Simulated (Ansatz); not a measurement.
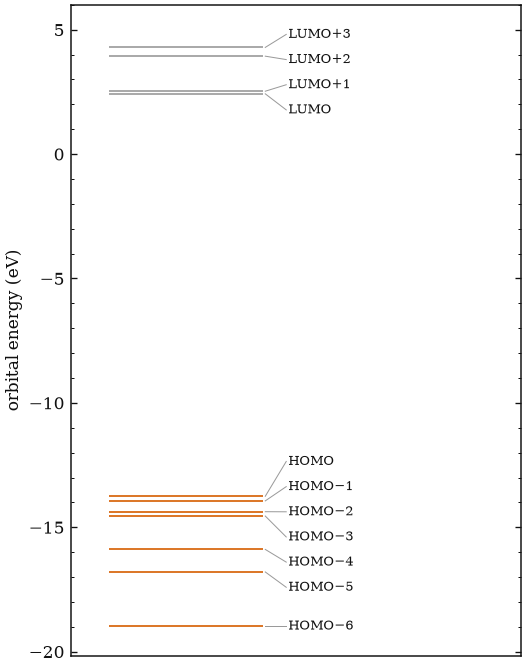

Hartree-Fock orbital energies near the frontier, HF/def2-TZVPP with the Ansatz code, at a PBE0-D4/def2-TZVP geometry (a minimum by its frequencies), isolated molecule; empty levels in grey, levels within 0.03 eV side by side.

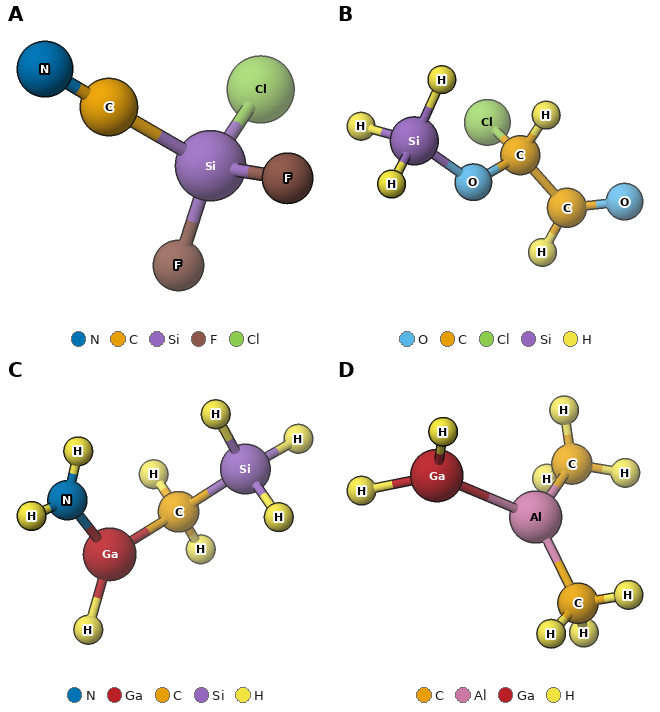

Question: Which molecule has this level scheme? The candidates are drawn in the second picture.

Answer: Structure A, CClF₂NSi, SMILES N#C[Si](F)(F)Cl. HOMO −13.75 eV, LUMO 2.42 eV, separation 16.18 eV.

Known limits of this run: empty levels above zero depend strongly on the basis.
